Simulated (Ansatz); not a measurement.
| atom | x (Å) | y (Å) | z (Å) |
| --- | --- | --- | --- |
| O | -0.6154 | 0.4916 | 1.1914 |
| Ge | 0.1975 | 0.0336 | -0.2780 |
| F | 1.7214 | -0.6584 | 0.0991 |
| Cl | -0.8690 | -1.4403 | -1.3580 |
| Cl | 0.5215 | 1.7731 | -1.4081 |
| H | -0.9139 | -0.2636 | 1.7075 |

Geometry: PBE0-D4/def2-TZVP.

Method: Ansatz 0.2.0, RKS PBE0-D4/def2-TZVPP.

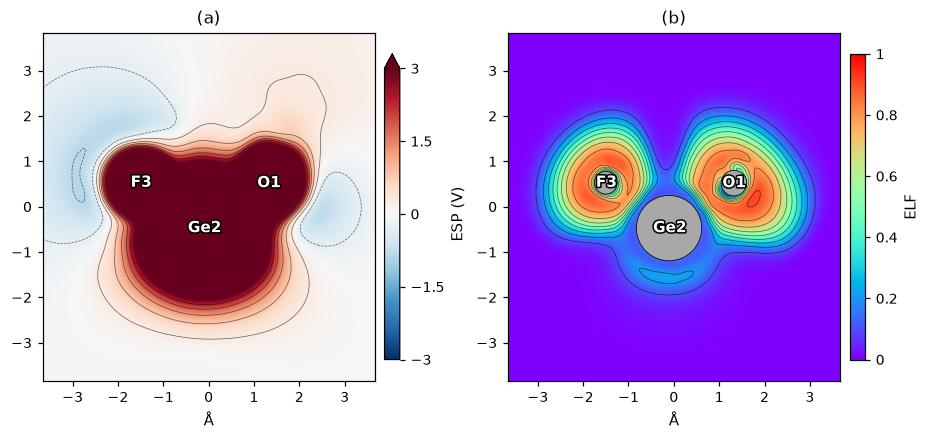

Cl2FGeHO (SMILES [OH][Ge]([F])([Cl])[Cl]). (a) molecular electrostatic potential; (b) electron localisation function on the plane of atoms O1, Ge2 and F3. Grey discs cover the atomic cores in the ELF map.

**What do the fields say about this system?**

- The plane passes through O, Ge and F nuclei.
- Ge–F (1.72 Å): the ELF peaks at about 0.80 in the valence shell of F, 0.5 Å from its nucleus, and is about 0.25 at the midpoint.
- Ge–O (1.74 Å): the ELF peaks at about 0.85 in the valence shell of O, 0.6 Å from its nucleus, and is about 0.35 at the midpoint.
- The ELF also peaks beside F3 and O1, away from the bonds: lone-pair regions.
- Outside the dense part of the molecule the potential is most negative (−0.9 V) near F3.
